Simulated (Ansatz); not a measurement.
# What LaGaS3 (model cell, started as cubic perovskite with Ga in the octahedra) distorts into

Which phase does LaGaS3 (model cell, started as cubic perovskite with Ga in the octahedra) fall into along its unstable mode, and how much energy does it gain?

Main program and level: Ansatz 0.2.0; DFT PBEsol, scalar-relativistic, plane waves, PAW; PAW set soft_1.

The structure was built from a prototype and need not be the compound's stable phase.

## Step 1: Set-up

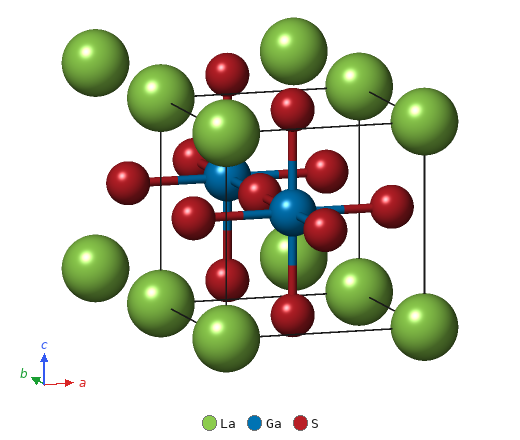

Start, viewed slightly off an axis; lanthanum green, gallium blue, sulfur red. 1×2×1 cells are drawn. Some periodic images of atoms are drawn too.

## Step 2: The dispersion

The cell comes from relaxations at this level that are not shown. Stability and thermal properties need the whole zone. Linear response on a 4×4×4 q mesh gives force constants as far as a supercell of that size would.

Contents of input.yaml:

```yaml
crystal:
  lattice:
    - [4.6785878409, 0.0, 0.0]
    - [0.0, 4.6785878409, 0.0]
    - [0.0, 0.0, 4.6785878409]
  atoms:
    - { symbol: La, position: [0.0, 0.0, 0.0] }
    - { symbol: Ga, position: [0.5, 0.5, 0.5] }
    - { symbol: S, position: [0.5, 0.5, 0.0] }
    - { symbol: S, position: [0.5, 0.0, 0.5] }
    - { symbol: S, position: [0.0, 0.5, 0.5] }
kpoints:
  mp_grid: { grid: [8, 8, 8] }
hamiltonian:
  xc: pbesol
  pseudopotentials: { kind: paw, azcp: { folder: soft_1 }, xc_functional: pbe }
scf:
  occupations: { method: methfessel_paxton, width: 0.2 }
output:
  eigenvalues: true
phonons:
  method: dfpt
  qmesh: [4, 4, 4]
  temperatures: { t_max: 1000, t_step: 50 }
  qpath:
    path:
      - [[0.0, 0.0, 0.0], [0.0, 0.5, 0.0], [0.5, 0.5, 0.0], [0.0, 0.0, 0.0], [0.5, 0.5, 0.5], [0.0, 0.5, 0.0]]
      - [[0.5, 0.5, 0.5], [0.5, 0.5, 0.0]]
    npoints: 10
```

Launch:

```bash
ansatz run input.yaml --threads 8 --pin off --max-ram 16384MiB --backend cpu --events-out ev --progress --plain --runs-dir out
```

Numbers of over 12 decimals in the logs are rounded to 6 here.

What it wrote:

```text
Engine: ansatz 0.2.0, aarch64-unknown-linux-gnu
Pseudopotentials: kind: paw
Pseudopotential: La, paw, valence charge 11, recommended cutoff 420 eV (normal), soft_1/La.paw.azcp
Pseudopotential: Ga, paw, valence charge 13, recommended cutoff 420 eV (normal), soft_1/Ga.paw.azcp
Pseudopotential: S, paw, valence charge 6, recommended cutoff 420 eV (normal), soft_1/S.paw.azcp
Functional definition: PBEsol
  exchange = pbesol_x
  correlation = pbesol_c
Crystal: 5 atoms, lattice volume = 102.410 Å³
Basis set: ecut = 420 eV, 2007 PW (Γ), exchange–correlation on 64×64×64 points (8 copies of the dense FFT grid, shifted against one another)
Bands: 26, of which v1, the nominal top of the filled ones, is band 21 counted from 1 (20 counted from 0)
Symmetry: 48 space group operations
k-points: 35 of 512
Non-local potential: La, projectors of the file, l = 0: 3, l = 1: 2, l = 2: 2, l = 3: 3
Non-local potential: Ga, projectors of the file, l = 0: 2, l = 1: 2, l = 2: 3, l = 3: 1
Non-local potential: S, projectors of the file, l = 0: 2, l = 1: 2, l = 2: 1
PAW form: soft (Blöchl's): semilocal exchange-correlation on the pseudo side does not see the compensation charge
PAW frozen core: La, regenerated for the run's functional, and the local potential with it (the file was generated under x = pbe(κ = 0.804, μ = 0.219515), c = pbe(β = 0.066725))
PAW frozen core: Ga, regenerated for the run's functional, and the local potential with it (the file was generated under x = pbe(κ = 0.804, μ = 0.219515), c = pbe(β = 0.066725))
PAW frozen core: S, regenerated for the run's functional, and the local potential with it (the file was generated under x = pbe(κ = 0.804, μ = 0.219515), c = pbe(β = 0.066725))
PAW one-centre angular grid: La, 590 points (default); XC on 64 Gauss nodes
PAW one-centre angular grid: Ga, 590 points (default); XC on 64 Gauss nodes
PAW one-centre angular grid: S, 110 points (default); XC on 64 Gauss nodes
Initial density: superposition of atomic densities (chi_scale 0.1, normalization cell, long waves kept (reshape's long-wave potential 0.00 eV rms))
Initial wavefunctions: pseudopotential atomic-orbital guess
Functional: x = pbesol(κ = 0.804, μ = 0.123457), c = pbesol(β = 0.046)
SCF iter   1: F=—  HF=-12565.457446 eV  |F-HF|=—  |Δ(HF+E_count)|=         —  Δρ=3.95e-2  dr2=2.44e0  ethr=3.10e-3  ⟨swp⟩=7.8  Hψ=16072  notcnv=0  defer=21
automatic band count: the SCF goes on with 31 bands, as 26 were too few: they end inside the smearing window of the response
automatic band count: the SCF goes on with 41 bands, as 31 were too few: they end inside the smearing window of the response
preconditioner: auto → Kerker (q_TF=auto, 2.352 Å⁻¹)  [metal: Δε(μ)=0.036 eV  Ē_g=12.885 eV  σ=0.200 eV  W_gap=0.15  n_scr=26 (ndim 8)  ℏωp=23.2 eV  f_vac=0.000  D(μ)=1.47/eV (n_scr^D=6)]
SCF iter   2: F=—  HF=-12565.252579 eV  |F-HF|=—  |Δ(HF+E_count)|=   2.05e-1  S|Δr|=    0.00e0  Δρ=2.45e-2  dr2=9.67e-1  ethr=3.10e-3  ⟨swp⟩=1.9  Hψ=1877  notcnv=0  defer=82
SCF iter   3: F=—  HF=-12565.105732 eV  |F-HF|=—  |Δ(HF+E_count)|=   1.47e-1  S|Δr|=    0.00e0  Δρ=7.91e-3  dr2=1.17e-1  ethr=2.30e-3  ⟨swp⟩=2.0  Hψ=1706  notcnv=0  defer=82
SCF iter   4: F=—  HF=-12565.082801 eV  |F-HF|=—  |Δ(HF+E_count)|=   2.29e-2  S|Δr|=    0.00e0  Δρ=5.10e-3  dr2=4.24e-2  ethr=2.78e-4  ⟨swp⟩=2.0  Hψ=2379  notcnv=0  defer=169
SCF iter   5: F=—  HF=-12565.071833 eV  |F-HF|=—  |Δ(HF+E_count)|=   1.10e-2  S|Δr|=    0.00e0  Δρ=1.97e-3  dr2=2.01e-3  ethr=1.01e-4  ⟨swp⟩=2.0  Hψ=2220  notcnv=0  defer=202
SCF iter   6: F=—  HF=-12565.070978 eV  |F-HF|=—  |Δ(HF+E_count)|=   8.55e-4  S|Δr|=    0.00e0  Δρ=4.62e-4  dr2=2.12e-4  ethr=4.78e-6  ⟨swp⟩=2.5  Hψ=1536  notcnv=0  defer=211
SCF iter   7: F=—  HF=-12565.070931 eV  |F-HF|=—  |Δ(HF+E_count)|=   4.70e-5  S|Δr|=    0.00e0  Δρ=5.26e-5  dr2=5.79e-6  ethr=5.04e-7  ⟨swp⟩=2.1  Hψ=1674  notcnv=0  defer=211
SCF iter   8: F=—  HF=-12565.070931 eV  |F-HF|=—  |Δ(HF+E_count)|=   4.98e-7  S|Δr|=    0.00e0  Δρ=1.42e-5  dr2=5.90e-7  ethr=1.38e-8  ⟨swp⟩=2.0  Hψ=1776  notcnv=0  defer=211
SCF iter   9: F=—  HF=-12565.070931 eV  |F-HF|=—  |Δ(HF+E_count)|=   1.27e-9  S|Δr|=    0.00e0  Δρ=4.20e-6  dr2=3.06e-8  ethr=1.40e-9  ⟨swp⟩=2.3  Hψ=1698  notcnv=0  defer=257
SCF iter  10: F=—  HF=-12565.070931 eV  |F-HF|=—  |Δ(HF+E_count)|=  3.93e-10  S|Δr|=    0.00e0  Δρ=6.56e-7  dr2=4.45e-10  ethr=7.28e-11  ⟨swp⟩=2.1  Hψ=1493  notcnv=0  defer=257
SCF iter  11: F=—  HF=-12565.070931 eV  |F-HF|=—  |Δ(HF+E_count)|=  1.11e-10  S|Δr|=    0.00e0  Δρ=1.69e-7  dr2=3.50e-11  ethr=1.06e-12  ⟨swp⟩=2.1  Hψ=1756  notcnv=0  defer=257
SCF iter  12: F=-12565.070931 eV  HF=-12565.070931 eV  |F-HF|=1.82e-12  |Δ(HF+E_count)|=  7.28e-12  S|Δr|=    0.00e0  Δρ=4.64e-8  dr2=1.49e-12  ethr=1.00e-12  ⟨swp⟩=13.6  Hψ=8862  notcnv=0
SCF 1 converged in 12 iterations: F = -12565.070931 eV  dr2 = 1.49e-12
  greatest PAW one-centre occupation: 0.995 electrons in one spin orbital (limit 2), on the Ga atom at site 1 (counted from 0), in its partial waves of l = 2
Initial density: read from a saved state, or passed on in memory by an earlier SCF of this step, an earlier step, the calling program or the single point that the run made first
iter 1 solved again at ethr=1.28e-7 eV; its pass at ethr=3.10e-3 eV (dr2=5.37e-5 eV) is discarded
SCF iter   1: F=—  HF=-12565.070932 eV  |F-HF|=—  |Δ(HF+E_count)|=         —  Δρ=6.92e-7  dr2=5.03e-10  ethr=1.28e-7  ⟨swp⟩=4.9  Hψ=7391  notcnv=0
eigensolver tolerance schedule: the retry pair's looser diagonalisation over-reported the residual by 106750.34 of it (diagonalisation noise at an unbounded share of the residual, at the tolerance the schedule requests for it); recorded, not acted on — ethr = c·dr2/N_el stays at c = 1.0e-1
preconditioner: auto → Kerker (q_TF=auto, 2.352 Å⁻¹)  [metal: Δε(μ)=0.072 eV  Ē_g=10.980 eV  σ=0.200 eV  W_gap=0.30  n_scr=26 (ndim 8)  ℏωp=23.2 eV  f_vac=0.000  D(μ)=1.23/eV (n_scr^D=6)]
SCF iter   2: F=—  HF=-12565.070931 eV  |F-HF|=—  |Δ(HF+E_count)|=   8.02e-7  S|Δr|=    0.00e0  Δρ=4.38e-7  dr2=2.29e-10  ethr=1.20e-12  ⟨swp⟩=4.7  Hψ=2823  notcnv=0
SCF iter   3: F=—  HF=-12565.070931 eV  |F-HF|=—  |Δ(HF+E_count)|=  4.73e-11  S|Δr|=    0.00e0  Δρ=2.58e-7  dr2=7.48e-11  ethr=1.00e-12  ⟨swp⟩=1.4  Hψ=931  notcnv=0
SCF iter   4: F=—  HF=-12565.070931 eV  |F-HF|=—  |Δ(HF+E_count)|=  1.46e-11  S|Δr|=    0.00e0  Δρ=1.54e-7  dr2=2.34e-11  ethr=1.00e-12  ⟨swp⟩=1.1  Hψ=912  notcnv=0
SCF iter   5: F=-12565.070931 eV  HF=-12565.070931 eV  |F-HF|=5.46e-12  |Δ(HF+E_count)|=  5.46e-12  S|Δr|=    0.00e0  Δρ=7.61e-8  dr2=5.38e-12  ethr=1.00e-12  ⟨swp⟩=3.2  Hψ=2005  notcnv=0
SCF 2 converged in 5 iterations: F = -12565.070931 eV  dr2 = 5.38e-12
phonons: the bands overlap, so this run is a metal and interpolates without the dipole-dipole term. If the crystal is really an insulator or semiconductor, its LO-TO splitting is missing
NSCF: frozen V_eff on 35 k-points
WARN: eigensolver did not converge in 2 slots of this pass, the one above among them; of largest residual over every band (k=15): 1 band(s) unlocked (lowest unlocked band 40, counted from 0; max residual 4.41e-5 eV among the unlocked bands, 4.41e-5 eV over every band); of lowest unlocked band (k=2): band 40
NSCF: frozen V_eff on 125 k-points
DFPT response loops at q = (0, 0, 0) (fractional): preconditioner auto → Kerker (q_TF=auto, 2.352 Å⁻¹) (partly filled bands, converged f_vac=0.000); β = 1.00, the filter's whole step (`scf.mixing.beta` (0.50) is not read by the response loops under this deck's `scf.mixing.preconditioner`; to damp them name `kerker` or `kerker_dos`, under which they read `scf.mixing.beta`, and type it under 1.00, their step now; both keys bind the ground state too); Broyden in place of MSR1
NSCF: frozen V_eff on 400 k-points
DFPT response loops at q = (0, 0, 0.25) (fractional): mixed as the last ones told, above
NSCF: frozen V_eff on 250 k-points
DFPT response loops at q = (0, 0, -0.5) (fractional): mixed as the last ones told, above
NSCF: frozen V_eff on 640 k-points
DFPT response loops at q = (0, 0.25, 0.25) (fractional): mixed as the last ones told, above
NSCF: frozen V_eff on 400 k-points
DFPT response loops at q = (0, 0.25, -0.5) (fractional): mixed as the last ones told, above
NSCF: frozen V_eff on 250 k-points
DFPT response loops at q = (0, -0.5, -0.5) (fractional): mixed as the last ones told, above
NSCF: frozen V_eff on 1024 k-points
DFPT response loops at q = (0.25, 0.25, 0.25) (fractional): mixed as the last ones told, above
NSCF: frozen V_eff on 640 k-points
DFPT response loops at q = (0.25, 0.25, -0.5) (fractional): mixed as the last ones told, above
NSCF: frozen V_eff on 400 k-points
DFPT response loops at q = (0.25, -0.5, -0.5) (fractional): mixed as the last ones told, above
NSCF: frozen V_eff on 250 k-points
DFPT response loops at q = (-0.5, -0.5, -0.5) (fractional): mixed as the last ones told, above
SCF converged after 12 iterations
Stability not checked: this state was not tested for a lower state beside it, because cold or Methfessel-Paxton smearing, or corrected tetrahedra, fill the levels in a way that the test cannot read (fill_not_monotonic; see scf.lower_state_search)
Free energy (F): -12565.070931 eV
Harris-Foulkes:  -12565.070931 eV  (|F-HF|=1.82e-12)
Internal energy: -12565.074777 eV  (E = F + TS)
E sigma→0 (E₀):  -12565.071892 eV
Entropy (-TS):   0.003846 eV (0.769 meV/atom)
Fermi energy:    9.243907 eV
--- Per-component energies (eV) ---
  E_band       = -45.771708
  E_kinetic    = 614.289070
  E_local      = -2293.233446  (includes V_loc(G=0)·N_el)
  E_nonlocal   = 104.968729
  E_hartree    = 1247.952263
  E_xc         = -469.357630
  E_vxc        = -449.492817  (∫ρ·V_xc dr)
  E_paw        = -9062.472231  (= ΣΔE_a)
  E_vpaw       = -518.207563  (= ΣTr[D̂ρ^β])
  E_aug_tail   = -0.000218  (compensation charges beyond the density's cutoff)
  E_ewald      = -2708.439177
  E_core_change = 1.217863  (= ΣΔE_core)
  E_smearing   = 0.003846  (= −TS)
  E_closure    = 0.000000  (closes the sum)
  Σ components = -12565.070931   (vs F -12565.070931, Δ=0.00e0)
--- Band table (eV; the first three rows and the last of 35) ---
  k-point 0: bands = [... 17 lower, 7.8415, 7.8415, 8.8069, 8.8069, 8.8069, 10.6306, 10.6306, 11.1184, ... 16 higher]
  k-point 1: bands = [... 17 lower, 7.7078, 7.7078, 8.6897, 8.6897, 8.7969, 10.7507, 10.8742, 11.0962, ... 16 higher]
  k-point 2: bands = [... 17 lower, 7.4575, 7.4575, 8.4091, 8.4091, 9.5470, 10.9537, 11.0653, 11.0770, ... 16 higher]
  k-point 34: bands = [... 17 lower, 8.9227, 9.3992, 9.3992, 9.3992, 11.0832, 11.0832, 11.0832, 11.1373, ... 16 higher]
--- Phonons (Γ-DFPT): 4 representative perturbations + reference (Σ response iterations 13) ---
  ASR residual: 8.147e-5 → 0.000e0 eV/Å²; symmetrization residual: 5.324e-6 eV/Å²
  ASR residual per site (eV/Å²): 7.86e-6 8.15e-5 1.65e-5 1.65e-5 1.65e-5
  Γ frequencies (cm⁻¹): -102.44 -102.44 -102.44 -98.45 -98.45 -98.45 0.00 0.00 0.00 49.53 49.53 49.53 356.78 356.78 356.78
--- Phonons (arbitrary-q DFPT): 10 irreducible q on the 4×4×4 mesh ---
  q = [0.0000, 0.0000, 0.0000] (star 1, of the zone-centre solve; hermiticity 8.89e-7, symmetrization 2.98e-12): -102.44 -102.44 -102.44 -98.45 -98.45 -98.45 -0.00 0.00 0.00 49.53 49.53 49.53 356.78 356.78 356.78
  q = [0.0000, 0.0000, 0.2500] (star 6, 9 solved perturbations in 1560 linear systems a pass and spin channel, the states on 200 of 512 k-point pairs; hermiticity 7.11e-7, symmetrization 2.80e-12): -94.76 -94.76 -81.03 -81.03 -80.37 26.13 32.42 32.42 62.02 62.02 75.53 139.58 356.73 359.03 359.03
  q = [0.0000, 0.0000, -0.5000] (star 3, 9 solved perturbations in 975 linear systems a pass and spin channel, the states on 125 of 512 k-point pairs; hermiticity 6.25e-7, symmetrization 2.98e-8): -89.28 -89.28 -57.22 -57.22 -53.21 33.32 33.32 54.07 73.94 73.94 129.30 207.63 350.36 363.13 363.13
  q = [0.0000, 0.2500, 0.2500] (star 12, 9 solved perturbations in 2460 linear systems a pass and spin channel, the states on 320 of 512 k-point pairs; hermiticity 6.69e-7, symmetrization 2.77e-13): -135.05 -106.14 -79.70 -64.35 -56.10 36.82 51.35 67.15 76.14 136.46 144.24 153.41 309.40 361.97 389.18
  q = [0.0000, 0.2500, -0.5000] (star 12, 15 solved perturbations on 200 of 512 k-point pairs; hermiticity 6.50e-7, symmetrization 2.96e-7): -144.67 -87.43 -85.34 -68.11 -33.79 35.02 72.18 79.48 85.64 157.57 162.82 210.95 278.30 366.02 394.09
  q = [0.0000, -0.5000, -0.5000] (star 3, 9 solved perturbations in 975 linear systems a pass and spin channel, the states on 125 of 512 k-point pairs; hermiticity 6.56e-7, symmetrization 8.13e-8): -164.65 -108.97 -108.97 -18.72 16.93 16.93 89.10 89.10 93.59 182.02 216.32 216.32 223.00 369.76 398.51
  q = [0.2500, 0.2500, 0.2500] (star 8, 4 solved perturbations in 1376 linear systems a pass and spin channel, the states on 512 of 512 k-point pairs; hermiticity 3.77e-7, symmetrization 4.60e-12): -144.05 -129.38 -129.38 -59.28 -59.28 31.53 101.08 101.08 149.36 151.15 151.15 165.27 307.15 307.15 413.33
  q = [0.2500, 0.2500, -0.5000] (star 12, 9 solved perturbations in 2460 linear systems a pass and spin channel, the states on 320 of 512 k-point pairs; hermiticity 5.70e-7, symmetrization 6.61e-8): -153.90 -139.65 -130.60 -62.32 -51.75 15.39 111.47 121.25 157.50 160.11 167.95 215.21 264.05 306.07 419.38
  q = [0.2500, -0.5000, -0.5000] (star 6, 9 solved perturbations in 1560 linear systems a pass and spin channel, the states on 200 of 512 k-point pairs; hermiticity 5.47e-7, symmetrization 8.88e-8): -174.14 -150.00 -150.00 -56.34 -56.34 -38.49 127.15 127.15 163.56 167.74 220.99 220.99 225.26 287.49 424.97
  q = [-0.5000, -0.5000, -0.5000] (star 1, 4 solved perturbations in 350 linear systems a pass and spin channel, the states on 125 of 512 k-point pairs; hermiticity 3.65e-7, symmetrization 1.30e-8): -185.03 -185.03 -185.03 -63.90 -63.90 -63.90 141.95 141.95 141.95 224.78 224.78 226.21 226.21 226.21 431.32
  sum rule: each row above includes the acoustic sum rule's correction from the zone centre's row sums; it moved no ω² by more than (0.56 cm⁻¹)²
  mesh force constants: q→R imaginary residual 7.32e-19; ASR residual 8.147e-5 → 0.000e0 eV/Å²; symmetrization residual 2.487e-14 eV/Å²
  interpolated dispersion: 62 rows × 15 modes
  density of states and harmonic sums: on the 16×16×16 q-mesh, interpolated from the force constants of a 4×4×4 supercell (no non-analytic term)
  largest difference from the sums on the solved wave vectors: F 4.28e-2 eV, S 5.10e-5 and C_V 1.08e-5 eV/K
  zero-point energy: 0.112531 eV/cell   skipped modes (ω ≤ 0): 874, of them read as no rigid motion or as one in doubt: 871 (5.219e0 modes/cell left out, lowest -185.03 cm⁻¹)   left out of the sums: 3.48e-1 of the cell's modes: C_V's classical limit lies that fraction below 3 k_B per atom; for a crystal, a wire or a layer, F and S can be off by more, and a phonons.interpolated_qmesh denser along its periods is the remedy for the sampling
```

Elapsed: 11 min, on 8 threads of Arm Neoverse V1, shared host; peak memory 4.4 GiB.

This step gave:

```
volume per atom                                         : 20.48 Å³
gap on the k-mesh                                       : 0 eV
sum-rule residual before enforcement                    : 8.15e-5 eV/Å²
lowest frequency on the path                            : -185.0 cm⁻¹
point group                                             : m-3m
highest frequency on the path or at a solved wavevector : 431.3 cm⁻¹
highest optical mode at the zone centre (no LO-TO term) : 356.8 cm⁻¹
lowest optical zone-centre mode                         : -102.4 cm⁻¹
lowest mode on the q mesh (acoustic modes at Γ apart)   : -185.0 cm⁻¹
```

Frequencies (cm⁻¹) solved at each irreducible wavevector; negative means imaginary. Frequencies by wavevector, by row:

| q in reciprocal lattice units | star | mode 1 | mode 2 | mode 3 | mode 4 | mode 13 | mode 14 | mode 15 |
| --- | --- | --- | --- | --- | --- | --- | --- | --- |
| 0 0 0 | 1 | -102.4 | -102.4 | -102.4 | -98.5 | 356.8 | 356.8 | 356.8 |
| 0 0 0.25 | 6 | -94.8 | -94.8 | -81 | -81 | 356.7 | 359 | 359 |
| 0 0 -0.5 | 3 | -89.3 | -89.3 | -57.2 | -57.2 | 350.4 | 363.1 | 363.1 |
| 0 0.25 0.25 | 12 | -135.1 | -106.1 | -79.7 | -64.3 | 309.4 | 362 | 389.2 |
| 0 0.25 -0.5 | 12 | -144.7 | -87.4 | -85.3 | -68.1 | 278.3 | 366 | 394.1 |
| 0 -0.5 -0.5 | 3 | -164.7 | -109 | -109 | -18.7 | 223 | 369.8 | 398.5 |
| 0.25 0.25 0.25 | 8 | -144.1 | -129.4 | -129.4 | -59.3 | 307.1 | 307.1 | 413.3 |
| 0.25 0.25 -0.5 | 12 | -153.9 | -139.7 | -130.6 | -62.3 | 264.1 | 306.1 | 419.4 |
| 0.25 -0.5 -0.5 | 6 | -174.1 | -150 | -150 | -56.3 | 225.3 | 287.5 | 425 |
| -0.5 -0.5 -0.5 | 1 | -185 | -185 | -185 | -63.9 | 226.2 | 226.2 | 431.3 |

Interpolated from a 4×4×4 q mesh. Phonon branches along the path, in cm⁻¹:

| point | branch 1 | branch 2 | branch 3 | branch 4 | branch 12 | branch 13 | branch 14 | branch 15 |
| --- | --- | --- | --- | --- | --- | --- | --- | --- |
| Γ | -102 | -102 | -102 | -98 | 50 | 357 | 357 | 357 |
| X | -89 | -89 | -57 | -57 | 208 | 350 | 363 | 363 |
| M | -165 | -109 | -109 | -19 | 216 | 223 | 370 | 398 |
| Γ | -102 | -102 | -102 | -98 | 50 | 357 | 357 | 357 |
| R | -185 | -185 | -185 | -64 | 226 | 226 | 226 | 431 |
| X | -89 | -89 | -57 | -57 | 208 | 350 | 363 | 363 |
| jump to R | -185 | -185 | -185 | -64 | 226 | 226 | 226 | 431 |
| M | -165 | -109 | -109 | -19 | 216 | 223 | 370 | 398 |

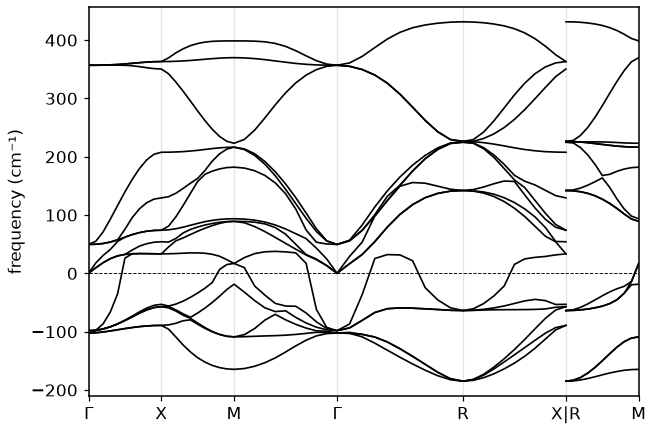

Phonon branches along the path.

Symmetry leaves 10 wavevectors to solve. The lowest mode among them, the acoustic zeros apart, lies at q = (-0.5, -0.5, -0.5) and is imaginary, 185.0i cm⁻¹, so the energy falls along it.

(Part 1 of 3 ends here.)

[Logs are printed without paths, hosts, clocks, repeated set-up lines and the standing remarks that a program may print on its own settings, such as how far it seeks lower states.]

[Hosts, paths, dates, database ids (printed as entryN), source tags and the programs' standing remarks are cut or masked in the printed files.]
